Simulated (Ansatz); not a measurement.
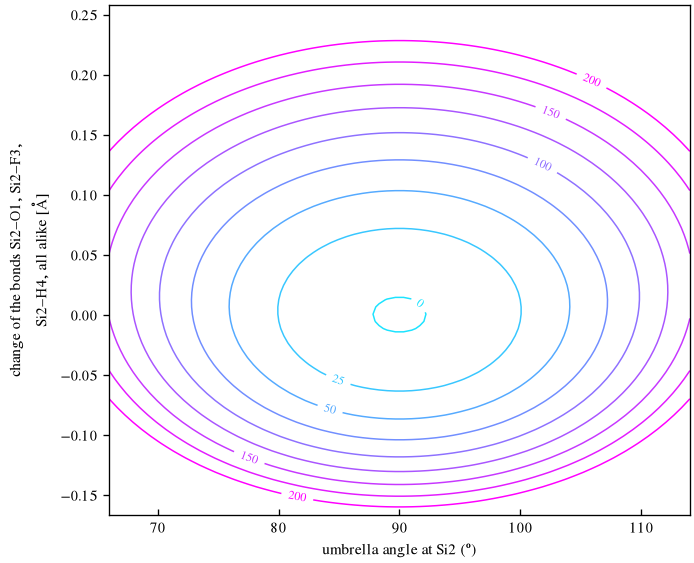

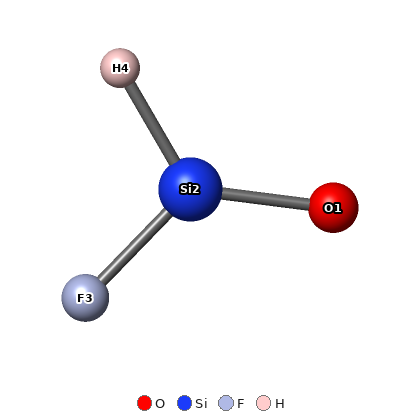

Energy landscape of FHOSi, SMILES O=[SiH]F. The first coordinate is: umbrella angle at Si2 (between each of its bonds and their common axis; 90 is planar); the second: change of the bonds Si2–O1, Si2–F3, Si2–H4, all alike. Nothing is relaxed (all other coordinates rigid). The scan uses a 15 × 15 grid; 120 points were computed and 105 follow by symmetry. Points are written as (first, second). All energies are given in kJ/mol relative to the lowest grid point. The calculation used RKS PBE0-D4/def2-TZVP (Ansatz).

In the figure: contour lines labelled in kJ/mol (none above 200). Between grid points the surface is interpolated. The second picture is the structure at the lowest point.

Where are the wells?

Answer. The lowest grid point is at (90.0°, 0.015 Å). It is the only kind of minimum in the scanned range. The highest grid point, (66.0°, −0.167 Å), lies 419 kJ/mol above the lowest. Round the minimum the two coordinates are nearly uncoupled.

Grid values (kJ/mol):

| second ↓, first → | 66.0 | 69.4 | 72.9 | 76.3 | 79.7 | 83.1 | 86.6 | 90.0 | 93.4 | 96.9 | 100.3 | 103.7 | 107.1 | 110.6 | 114.0 |
| --- | --- | --- | --- | --- | --- | --- | --- | --- | --- | --- | --- | --- | --- | --- | --- |
| 0.258 | 335 | 311 | 290 | 273 | 260 | 251 | 245 | 243 | 245 | 251 | 260 | 273 | 290 | 311 | 335 |
| 0.228 | 297 | 272 | 249 | 232 | 218 | 208 | 201 | 199 | 201 | 208 | 218 | 232 | 249 | 272 | 297 |
| 0.197 | 261 | 234 | 210 | 191 | 176 | 165 | 159 | 157 | 159 | 165 | 176 | 191 | 210 | 234 | 261 |
| 0.167 | 229 | 200 | 175 | 154 | 139 | 127 | 120 | 118 | 120 | 127 | 139 | 154 | 175 | 200 | 229 |
| 0.137 | 201 | 170 | 143 | 122 | 105 | 93 | 86 | 83 | 86 | 93 | 105 | 122 | 143 | 170 | 201 |
| 0.106 | 177 | 144 | 116 | 93 | 75 | 63 | 55 | 52 | 55 | 63 | 75 | 93 | 116 | 144 | 177 |
| 0.076 | 159 | 125 | 95 | 71 | 52 | 39 | 30 | 28 | 30 | 39 | 52 | 71 | 95 | 125 | 159 |
| 0.046 | 149 | 112 | 80 | 55 | 35 | 21 | 13 | 10 | 13 | 21 | 35 | 55 | 80 | 112 | 149 |
| 0.015 | 147 | 108 | 74 | 48 | 27 | 12 | 3 | 0 | 3 | 12 | 27 | 48 | 74 | 108 | 147 |
| −0.015 | 154 | 114 | 78 | 50 | 28 | 13 | 3 | 0 | 3 | 13 | 28 | 50 | 78 | 114 | 154 |
| −0.046 | 175 | 131 | 94 | 65 | 42 | 25 | 15 | 12 | 15 | 25 | 42 | 65 | 94 | 131 | 175 |
| −0.076 | 208 | 163 | 123 | 92 | 68 | 51 | 41 | 37 | 41 | 51 | 68 | 92 | 123 | 163 | 208 |
| −0.106 | 257 | 210 | 168 | 136 | 111 | 93 | 82 | 78 | 82 | 93 | 111 | 136 | 168 | 210 | 257 |
| −0.137 | 328 | 278 | 234 | 200 | 174 | 155 | 144 | 140 | 144 | 155 | 174 | 200 | 234 | 278 | 328 |
| −0.167 | 419 | 366 | 320 | 284 | 257 | 237 | 225 | 221 | 225 | 237 | 257 | 284 | 320 | 366 | 419 |

The whole map (120 points run) took 3.8 min on 1 thread of Arm Neoverse V2, on a shared host.
